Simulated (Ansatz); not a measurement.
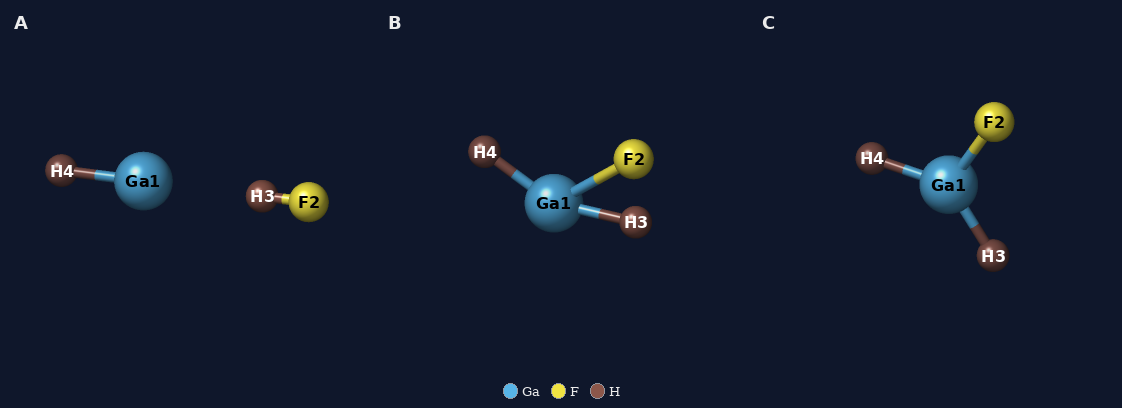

Three stationary points along one reaction path, in mixed order. Sticks follow a distance rule, so a partial bond may show as a full stick or not at all. Charge 0, singlet. Geometries: PBE0-D4/def2-TZVP; all other levels are single points on them, and energies count from the start as drawn. Program: Ansatz 0.2.0. In CBS estimates cores are frozen, and CCSD(T) − MP2 is taken in the smaller basis.

> Which panel shows the transition state?

B.

> Which bonds form and which break from C to A?

Formed: F2–H3; broken: Ga1–F2, Ga1–H3. At the saddle point F2···H3 is 1.30 Å, Ga1···F2 is 2.04 Å, Ga1···H3 is 1.64 Å.

Give the electronic barrier and the reaction energy from C to A in eV (no zero-point energy) with CCSD(T)/CBS (MP2 limit from def2-TZVPP and def2-QZVPP plus CCSD(T) − MP2).

| level | barrier | reaction energy |
| --- | --- | --- |
| CCSD(T)/CBS (MP2 limit from def2-TZVPP and def2-QZVPP plus CCSD(T) − MP2) | 2.582 | +1.481 |
